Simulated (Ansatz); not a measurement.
## Pressure series in MoS2

Take MoS2 in the 2H-MoS2 type structure (space group P6_3/mmc, No. 194; a = 3.173 Å, c = 12.437 Å; layered, stacked along the Cartesian z axis) as the base.

Cell and atoms are relaxed at each pressure.

Computed with r2SCAN+rVV10, PAW, 500 eV (Ansatz, an electronic-structure program; spin-orbit coupling left out).

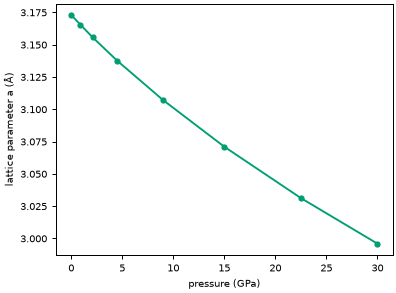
Fig. 1. Lattice parameter a against pressure

```tsv
pressure (GPa)	lattice parameter a
0.9	3.166 Å
2.1	3.156 Å
4.5	3.138 Å
9	3.107 Å
15	3.071 Å
22.5	3.031 Å
30	2.996 Å
```

A case with no gap was solved on a k-mesh chosen for an insulator, which is coarse for it. Load acts through the strain it causes; cell and atoms are relaxed under it. Stability against distortions was not tested. No other phases were tried under pressure. All final runs are without spin polarisation.
